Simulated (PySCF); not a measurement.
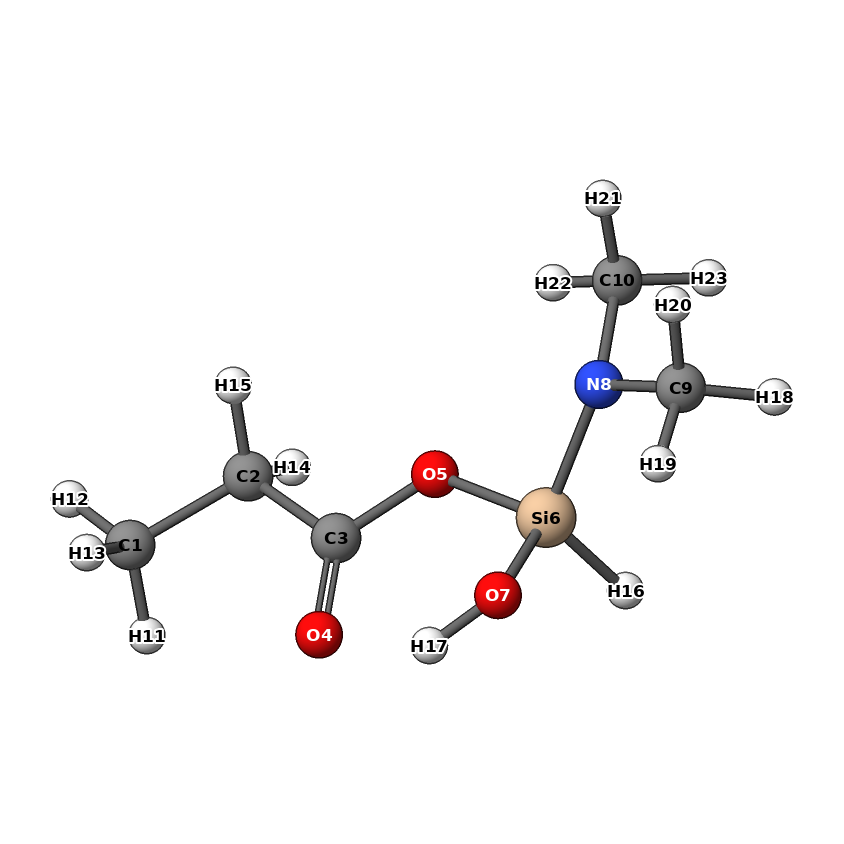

The questions are on isotropic NMR shieldings of the O atoms. The geometry was computed by an optimisation with GFN2-xTB. No frequency run is at hand to confirm it as a minimum. Method: GIAO PBE0/pcSseg-1 NMR shielding, non-relativistic, gas phase (PySCF 2.14.0).

List the isotropic NMR shieldings of the O atoms.

| atom | σ (ppm) |
| --- | --- |
| O4 | −93.6 |
| O5 | 107.0 |
| O7 | 279.4 |

The geometry is semi-empirical. Around Si such bond lengths and angles can be off by a tenth of an ångström or more and by several degrees, and values that hang on the shape move with them.
